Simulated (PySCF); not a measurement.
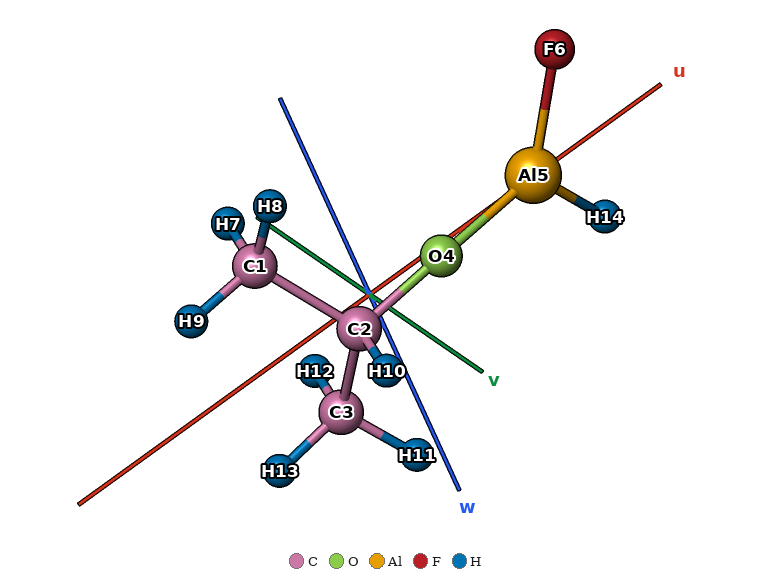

The lines u, v and w are the principal axes of the static dipole polarisability. Computed geometry: GFN2-xTB optimisation. No frequency run is at hand to confirm it as a minimum. Level of theory: CAM-B3LYP/def2-SVPD (PySCF 2.14.0).

Along which axis is the molecule most polarisable, and along which least?

Most along u (nearly parallel to the C2–O4 bond), least along v.

Give the three principal values.

u 71.5, v 56.1, w 63.3 bohr³; mean 63.6, anisotropy 13.4 bohr³.

The geometry is semi-empirical. Around Al such bond lengths and angles can be off by a tenth of an ångström or more and by several degrees, and values that hang on the shape move with them.
